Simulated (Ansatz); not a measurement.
# CH7BNP (SMILES CB(N)P): HF/STO-3G

Aim: the vertical singlet–triplet gap of CH7BNP at HF/STO-3G, from 2 runs. 

The calculation is run with Ansatz 0.2.0.

94 further runs of the same task are left out: 94 set aside as unsound or not needed.

## (1) Starting point

CH7BNP: 11 atoms, total charge 0, spin state singlet. As SMILES, `CB(N)P`. Geometry: relaxed at PBE0-D4/def2-TZVP. This is one conformer, not always the lowest.

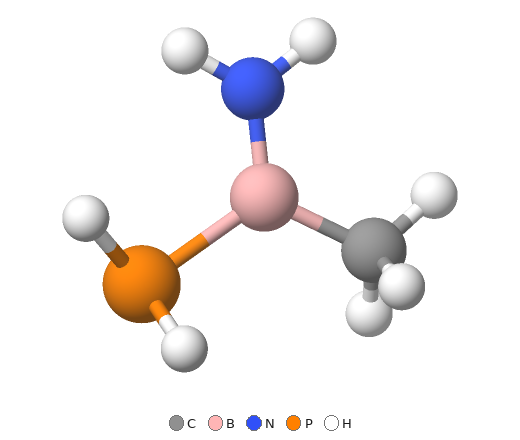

The structure, seen from a chosen angle (carbon grey, boron pink, nitrogen blue, phosphorus orange, hydrogen white).

## (2) A single-point energy at HF/STO-3G

input.yaml reads:

```yaml
crystal:
  periodic: [false, false, false]
  atoms:
    - {symbol: C, position_ang: [-1.093200, 0.922600, -0.128000]}
    - {symbol: B, position_ang: [0.002900, -0.179800, 0.111900]}
    - {symbol: "N", position_ang: [0.427100, -0.495900, 1.401400]}
    - {symbol: P, position_ang: [0.670900, -1.204900, -1.389100]}
    - {symbol: H, position_ang: [-1.903500, 0.553200, -0.763700]}
    - {symbol: H, position_ang: [-1.537000, 1.299300, 0.798300]}
    - {symbol: H, position_ang: [-0.659600, 1.776600, -0.659200]}
    - {symbol: H, position_ang: [1.134100, -1.179200, 1.611000]}
    - {symbol: H, position_ang: [0.043300, -0.049800, 2.218400]}
    - {symbol: H, position_ang: [2.007200, -1.393300, -0.948800]}
    - {symbol: H, position_ang: [0.973300, -0.105700, -2.231400]}
basis:
  gaussian:
    orbitals: STO-3G
hamiltonian:
  xc: hf
accuracy: high
output: {orbitals: {seedname: orbitals}}
```

Launch:

```
$ ansatz run input.yaml --threads 1 --pin off --max-ram 3480MiB --events-out events.jsonl --progress --plain --runs-dir runs
```

The program printed:

```text
Warning: RAYON_NUM_THREADS=1 ignored (pool sized by the plan → 1); use --threads N
Functional definition: HF
  name "HF"
  exchange = exact_x
  correlation = 0
632 factors; integrals over basis functions are off by at most 5.1e-9 eV
mean field evaluation 1: about -12422.7357 eV, gradient 1.5e1 eV
mean field evaluation 2: about -12422.8673 eV, gradient 1.5e1 eV
mean field evaluation 4: about -12423.7674 eV, gradient 1.3e0 eV
mean field evaluation 8: about -12423.7739 eV, gradient 9.4e-7 eV
mean field -12423.77393456 eV, -456.5652709588 hartree, gradient 8.1e-8 eV, S^2 0.000000; 0 other end points of the search recorded, 0 dependent functions left out
reference -12423.77393456 eV, -456.5652709588 hartree; 20, 20 occupied and 11, 11 virtual orbitals, 632 factors
Total energy: -12423.77393456 eV, -456.5652709588 hartree
```

It took 0.22 s on 1 thread of Intel Xeon 6975P-C (Granite Rapids), shared host.

## (3) The triplet, same level

job.yaml reads:

```yaml
crystal:
  periodic: [false, false, false]
  atoms:
    - {symbol: C, position_ang: [-1.093200, 0.922600, -0.128000]}
    - {symbol: B, position_ang: [0.002900, -0.179800, 0.111900]}
    - {symbol: "N", position_ang: [0.427100, -0.495900, 1.401400]}
    - {symbol: P, position_ang: [0.670900, -1.204900, -1.389100]}
    - {symbol: H, position_ang: [-1.903500, 0.553200, -0.763700]}
    - {symbol: H, position_ang: [-1.537000, 1.299300, 0.798300]}
    - {symbol: H, position_ang: [-0.659600, 1.776600, -0.659200]}
    - {symbol: H, position_ang: [1.134100, -1.179200, 1.611000]}
    - {symbol: H, position_ang: [0.043300, -0.049800, 2.218400]}
    - {symbol: H, position_ang: [2.007200, -1.393300, -0.948800]}
    - {symbol: H, position_ang: [0.973300, -0.105700, -2.231400]}
basis:
  gaussian:
    orbitals: STO-3G
magnetization:
  spin_polarized: true
  initial_magnetization: 2
hamiltonian:
  xc: hf
accuracy: high
output:
  orbitals: {seedname: orbitals}
```

Launch:

```
$ ansatz run job.yaml --threads 1 --pin off --max-ram 3480MiB --events-out events.jsonl --progress --plain --runs-dir runs
```

The program printed:

```text
Warning: RAYON_NUM_THREADS=1 ignored (pool sized by the plan → 1); use --threads N
[... 4 set-up lines as earlier in the session ...]
632 factors; integrals over basis functions are off by at most 5.1e-9 eV
mean field evaluation 1: about -12414.8090 eV, gradient 1.5e1 eV
mean field evaluation 2: about -12414.9845 eV, gradient 1.5e1 eV
mean field evaluation 4: about -12417.0171 eV, gradient 1.8e0 eV
mean field evaluation 8: about -12417.1106 eV, gradient 6.2e-3 eV
mean field evaluation 16: about -12416.6955 eV, gradient 4.2e0 eV
mean field -12417.10874482 eV, -456.3203297536 hartree, gradient 1.4e-8 eV, S^2 2.011918; 1 other end points of the search recorded, 0 dependent functions left out
reference -12417.10874482 eV, -456.3203297536 hartree; 21, 19 occupied and 10, 12 virtual orbitals, 632 factors
Total energy: -12417.10874482 eV, -456.3203297536 hartree
```

Wall time 0.36 s (1 thread of Intel Xeon 6975P-C (Granite Rapids), shared host).

## (4) What came out

Level: HF/STO-3G.

| quantity | value |
| --- | --- |
| singlet: total energy | -456.56527 Eh |
| singlet: HOMO energy | -6.90 eV |
| singlet: LUMO energy | 8.98 eV |
| singlet: HOMO–LUMO gap | 15.87 eV |
| triplet: total energy | -456.32033 Eh |
| triplet: HOMO energy (highest over α and β) | -0.68 eV |
| triplet: LUMO energy (lowest over α and β) | 1.87 eV |
| triplet: ⟨S²⟩ | 2.012 |
| vertical energy of the triplet above the singlet | 6.665 eV |

In words: At this shape the triplet lies 6.67 eV (154 kcal/mol) above the singlet. In a minimal basis such a difference can be off by several eV, whatever the method.
